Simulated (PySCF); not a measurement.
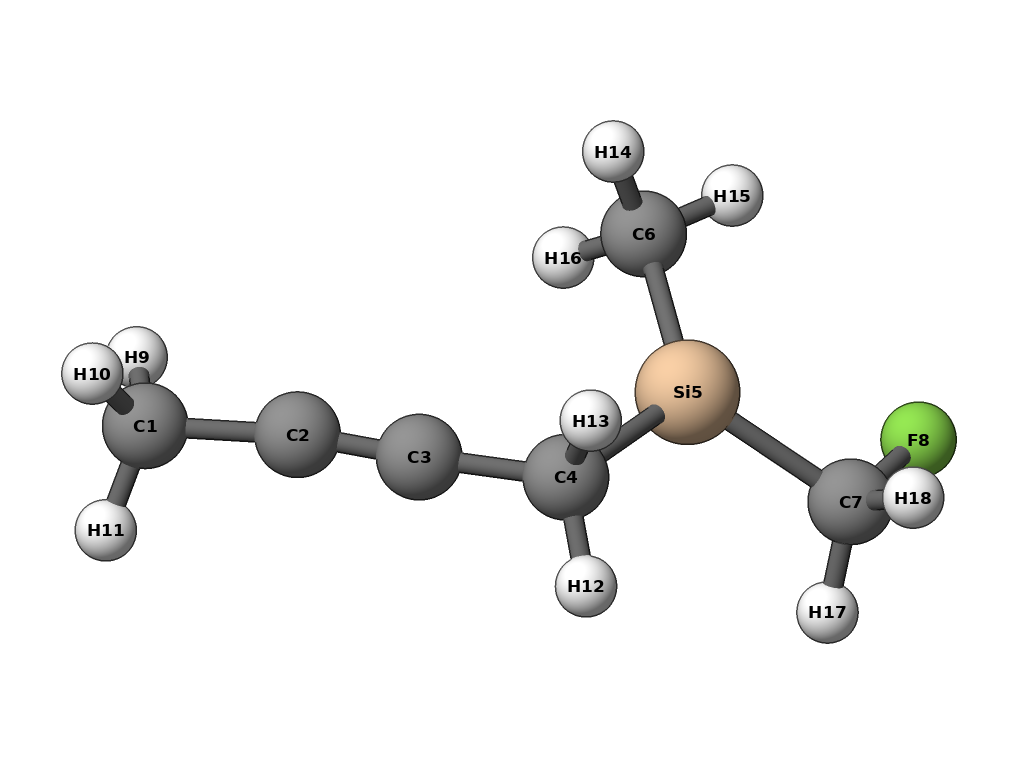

Charge +1, singlet. Geometry: a frame of a GFN2-xTB molecular-dynamics simulation, not a minimum. Properties computed with GIAO PBE0/pcSseg-1 NMR shielding, non-relativistic, gas phase (PySCF 2.14.0). Principal shieldings σ11 ≤ σ22 ≤ σ33, span Ω = σ33 − σ11, skew κ = 3(σiso − σ22)/Ω.

Give the shielding tensors of the Si atoms.

```csv
atom,σ11,σ22,σ33,σiso,Ω,κ
Si5,−346.9,−252.9,274.5,−108.5,621.5,0.70
```

Shieldings and span in ppm.
